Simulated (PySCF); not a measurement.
## Electronic structure of C₆H₁₅PSi (SMILES C=C(C)P(CC)C[SiH3]) in real space

```xyz
23

C    -2.1706   -0.7377    1.3835
C    -1.3388   -0.4603    0.3701
C    -1.7932   -0.4080   -1.0569
P     0.4157   -0.1097    0.8262
C     0.6105    1.5976    0.1064
C    -0.2191    2.6348    0.8465
C     1.3367   -1.0831   -0.4623
Si    3.2069   -1.0454   -0.2200
H    -3.2351   -0.9361    1.2129
H    -1.8113   -0.7754    2.4162
H    -1.5995    0.5803   -1.5056
H    -2.8709   -0.6130   -1.1420
H    -1.2576   -1.1462   -1.6753
H     0.3672    1.5901   -0.9706
H     1.6839    1.8394    0.1806
H    -1.2956    2.4119    0.7776
H    -0.0580    3.6428    0.4340
H     0.0409    2.6627    1.9163
H     1.0874   -0.7625   -1.4890
H     1.0251   -2.1373   -0.3616
H     3.5732   -1.6523    1.0946
H     3.8781   -1.8167   -1.3124
H     3.7279    0.3562   -0.2557
```

Geometry: PBE0-D3(BJ)/def2-SVP.

Method: PBE0/pcSseg-1, SCF density, gas phase, non-relativistic in PySCF.

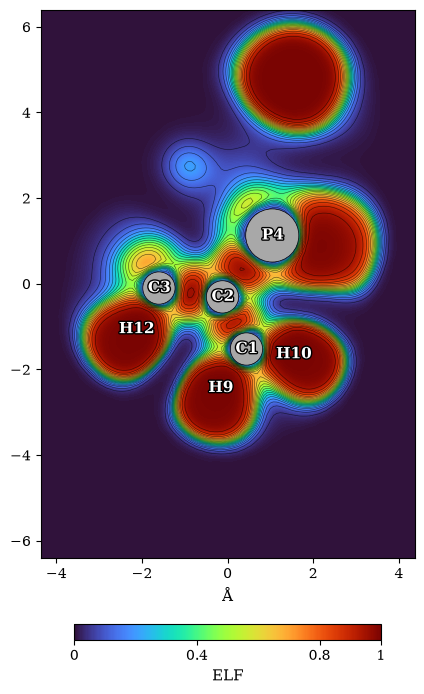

Figure 1. Electron localisation function on the plane of atoms C2, C1 and H9. Grey discs cover the atomic cores.

> Read the bonding off the picture.

- Atoms in the plane: C, P and H.
- C–C (1.34 Å): the ELF peaks at about 0.90 between the atoms; a short, multiple covalent bond.
- C–P (1.85 Å): the ELF peaks at about 0.95 between the atoms: a shared electron pair.
- C–H (1.09 Å): the ELF climbs to about 1 towards the hydrogen, as it does in any bond to H; a covalent bond by its length.
- C–C (1.50 Å): the ELF peaks at about 0.95 between the atoms, as expected for a shared electron pair.
- The ELF also peaks beside P4, away from the bonds: lone-pair regions.

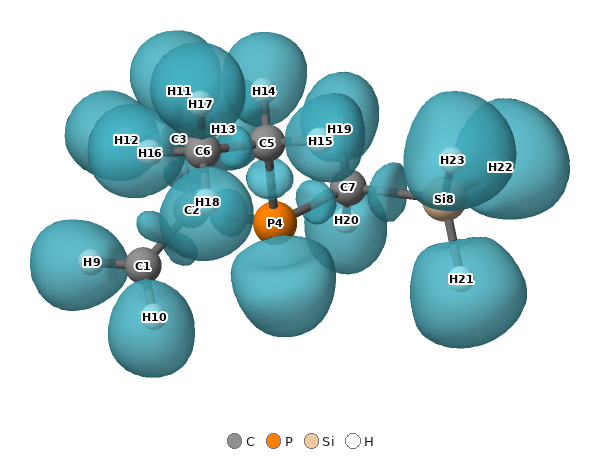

Figure 2. Isosurface of the electron localisation function at 0.85 (cyan), seen from one side. Only the valence region is drawn (cores and ρ < 0.01 e/Å³ removed).

> Identify the bonds, lone pairs and shells in this picture.

At this value the surface marks out three regions between bonded C–C atoms (shared pairs), three regions between bonded C–P atoms (shared pairs), one region between bonded C–Si atoms (shared pairs), 15 regions around hydrogen nuclei and one lobe on P, pointing away from the bonds (lone pairs).

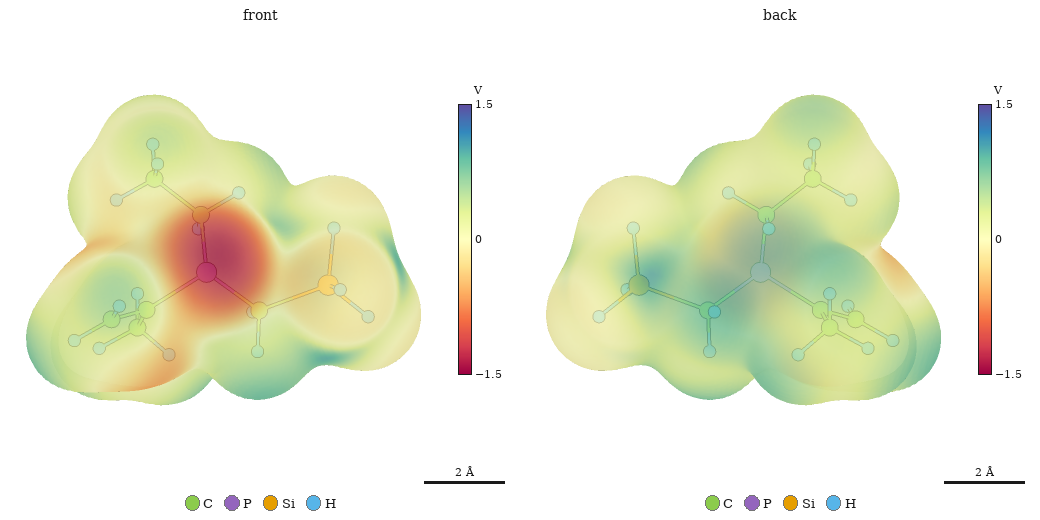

Figure 3. The electrostatic potential painted on the density surface at 0.002 e/bohr³, seen from the front and from behind; the colour scale runs from red (negative) to blue (positive).

> Describe the electrostatic potential map.

The most negative region (about −1.3 V) lies over P4, the most positive (about +0.9 V) over Si8 and H19.

> What dipole moment does the calculation give?

Its dipole moment is 1.83 D.
